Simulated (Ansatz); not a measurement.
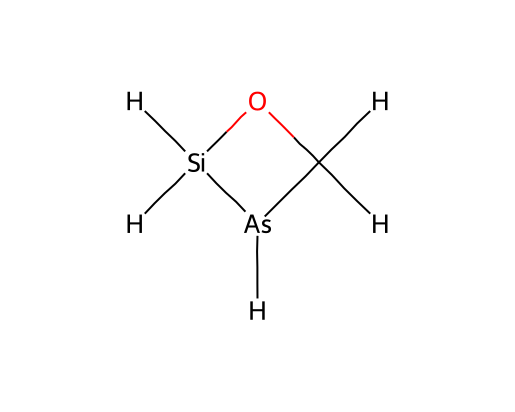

The drawing above gives the connectivity. The computed structure is the end point of a PBE-D4/def2-SVP optimisation. No frequency run is at hand to confirm it as a minimum.

Describe the 3D structure.

It has 9 atoms: 1 carbon, 5 hydrogen, 1 arsenic, 1 oxygen and 1 silicon (CH₅AsOSi). SMILES: `C1O[SiH2][AsH]1`. Independent rings (smallest set): 1 of 4 members. Among its groups: Si–H bond, Si–O bond. This geometry has C1 symmetry. Coordination, clear cases only: 1 C tetrahedral; 1 O bent; 1 As trigonal pyramidal.

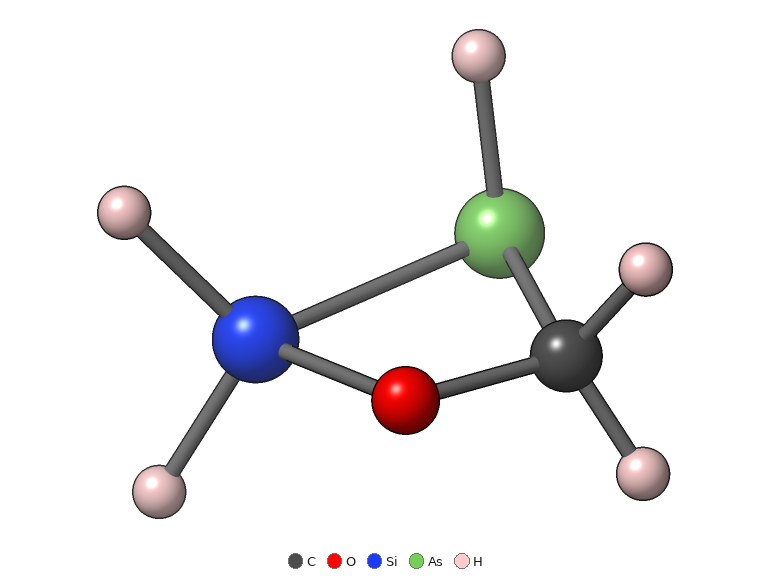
